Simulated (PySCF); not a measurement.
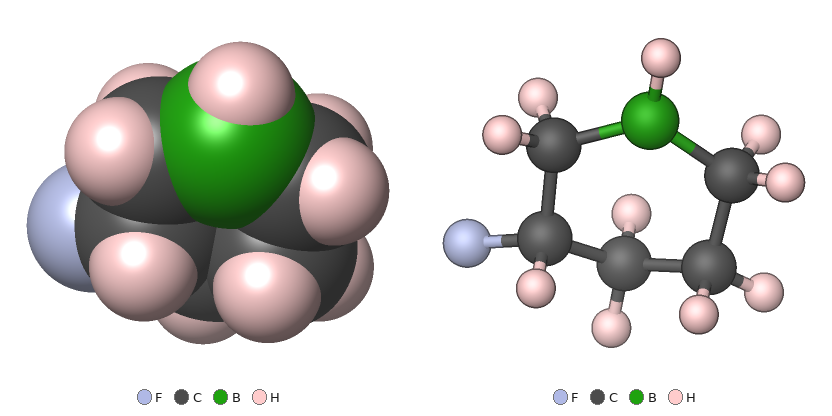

The same structure drawn twice, from different directions.

The computed structure is the end point of a GFN2-xTB optimisation. No frequency run is at hand to confirm it as a minimum.

What does the picture show?

Formula C₅H₁₀BF. SMILES: `F[C@@H]1CBCCC1`. Independent rings (smallest set): 1 of 6 members. Among its groups: C–F bond, B–H bond. The point group is C1. Coordination: 5 C tetrahedral; 1 B trigonal planar.

More results for the same structure follow; atom numbers are the same in all pictures, views and colours differ.

### Geometry

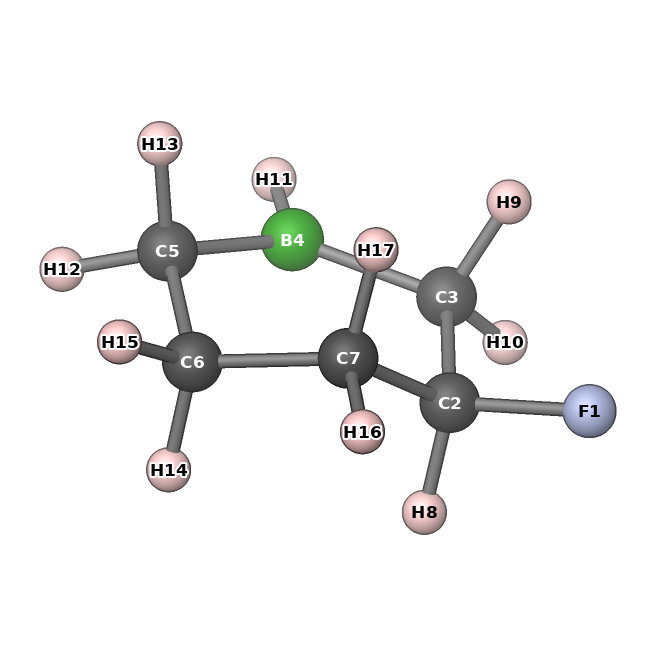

Distant atoms are faded towards the background colour. No frequency run is at hand to confirm it as a minimum.

Which atoms or bonds are stereogenic?

Answer. Centres: C2.

Give the R/S and E/Z labels.

Answer. C2: R (priorities F1 > C7 > C3 > H8).

### Electronic properties

No frequency run is at hand to confirm it as a minimum. Method: PBE0/def2-SVPD, gas phase (PySCF 2.14.0). Excitations: vertical, linear response.

Give the brightest of the 6 lowest singlets at this level.

Answer. 7.41 eV.

What is the HOMO–LUMO gap?

Answer. 7.22 eV.

Give the HOMO energy (Kohn–Sham orbital) at this level.

Answer. −8.29 eV.

Estimate the mean static polarisability.

Answer. 70.3 bohr³.

### Bond orders

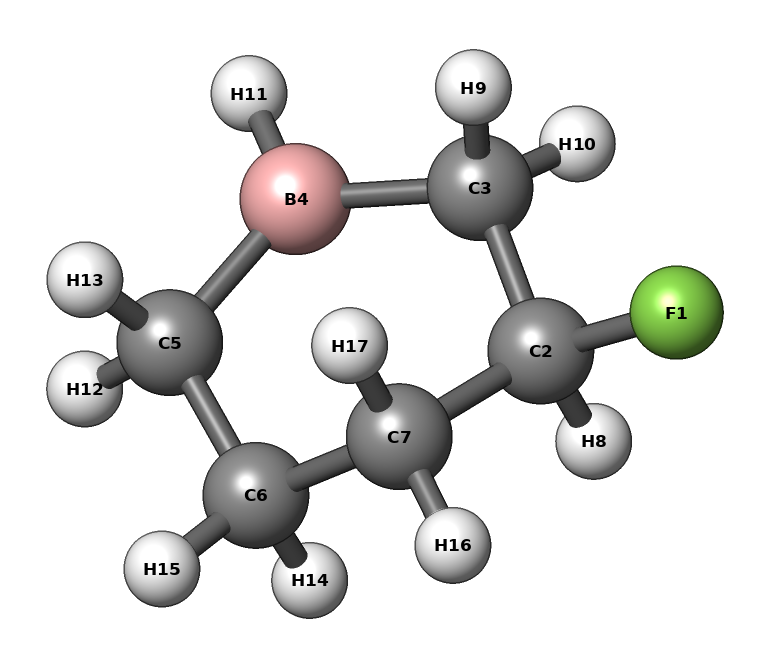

Every bond is drawn as one stick. No frequency run is at hand to confirm it as a minimum. Method: PBE0/pcSseg-1 (PySCF 2.14.0).

Which bond between heavy atoms has the lowest Mayer bond order?

Answer. F1–C2, 0.86, at 1.392 Å.

List the Mayer bond orders of F1–C2, C2–C3, C2–C7, C3–B4, B4–C5, C5–C6, C6–C7 (bonds between heavy atoms, one of each equivalent set).

```
 bond  Mayer order  length (Å)
F1–C2         0.86       1.392
C2–C3         1.03       1.524
C2–C7         1.02       1.524
C3–B4         0.99       1.572
B4–C5         1.00       1.571
C5–C6         1.04       1.533
C6–C7         1.02       1.526
```

### Charges

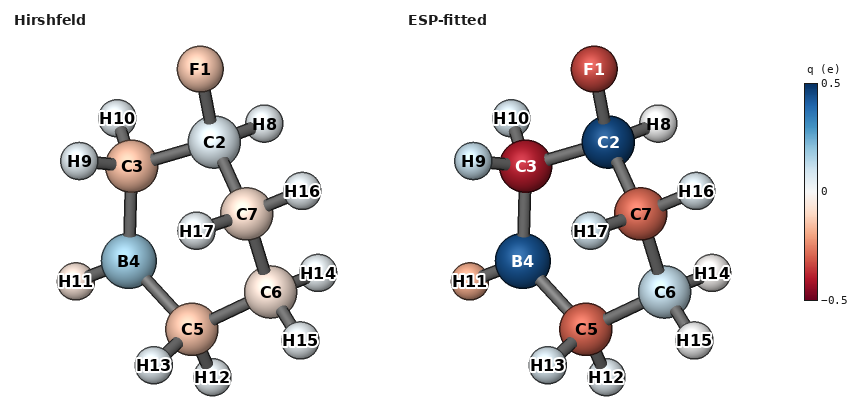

Atomic charges of one calculation by 2 schemes, on one colour scale. No frequency run is at hand to confirm it as a minimum. Computed with PBE0/pcSseg-1 (PySCF 2.14.0).

Which scheme gives the most polar picture (largest mean size of the charges)?

Answer. The ESP-fitted charges are the largest in size here.

On which atom do the schemes disagree most?

Answer. On C2 (from 0.06 to 0.45 e).

List the charges (e), one line for each set of equivalent atoms.

```csv
atom,Hirshfeld,ESP-fitted
F1,−0.13,−0.33
C2,0.06,0.45
C3,−0.15,−0.39
B4,0.19,0.43
C5,−0.14,−0.29
C6,−0.07,0.12
C7,−0.08,−0.29
H8,0.04,0.00
H9,0.05,0.11
H10,0.04,0.08
H11,−0.06,−0.18
H12,0.04,0.05
H13,0.05,0.07
H14,0.04,−0.01
H15,0.04,0.00
H16,0.04,0.07
H17,0.04,0.09
```

The geometry is semi-empirical. Around B such bond lengths and angles can be off by a tenth of an ångström or more and by several degrees, and values that hang on the shape move with them.
